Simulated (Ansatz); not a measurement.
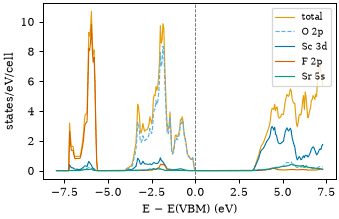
*Total and projected density of states of SrScO$_{2}$F in space group P4/mmm (No. 123; Sr on 1d, Sc on 1a, O on 2f, F on 1b), the program Ansatz at the PBEsol level (PAW)*

Task: Which orbitals carry the states next to the gap?

Result: Top 1 eV of the valence band: O 2p 94 %. Bottom 1 eV of the conduction band: Sc 3d 79 %, outside the projected shells 11 %. Projections are on Löwdin-orthogonalised atomic valence shells; empty p or d shells of many metals are not among them.

Task: Where is the tallest occupied peak in this window, and what makes it?

Result: Near -6.0 eV, about 11 states/eV per cell; the largest projected share is F 2p.

The start of the workflow was typed in or built on a structure type; neither database checked (COD, Materials Project) lists it. Its standing as an ambient phase is unchecked. Symmetry was held in the PBEsol relaxation. At this level the phase is dynamically unstable (imaginary phonons). No spin polarisation was allowed. The volume moved by -17 % from the start of the relaxation. Spin–orbit coupling is left out wherever it is not named.

Potentials: the earlier of the program's two PAW sets. The files were generated under PBE; for other functionals the program regenerates the frozen cores, and for LDA and PBEsol the local potential too.
